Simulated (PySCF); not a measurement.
Vertical excitations of a molecule C3H9In from TDA-PBE/def2-SVPD (PySCF), as energy in eV (oscillator strength): 3.46 (0.000), 4.48 (0.000), 5.50 (0.000), 5.71 (0.033), 5.86 (0.000), 5.92 (0.212), 6.38 (0.005), 6.38 (0.204), 6.47 (0.008), 6.75 (0.100). Lowest triplet (TDA): 3.19 eV. Coordinates come from a B3LYP-D3(BJ)/def2-SVP optimisation. The def2 effective core potentials stand for the cores of In; spin–orbit coupling is left out. The values are those of a single conformer.

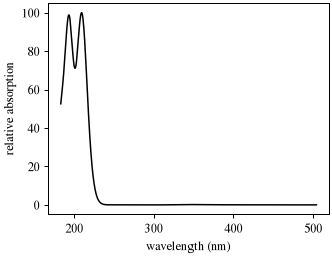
Figure. The lines broadened by 0.4 eV.

Task: Identify the compound among the candidates.
A. CC[CH2][InH2]
B. [CH3][In]([CH3])[CH3]
C. C[CH](C)[InH2]
D. C[CH2][InH][CH3]

Result: C, C[CH](C)[InH2]
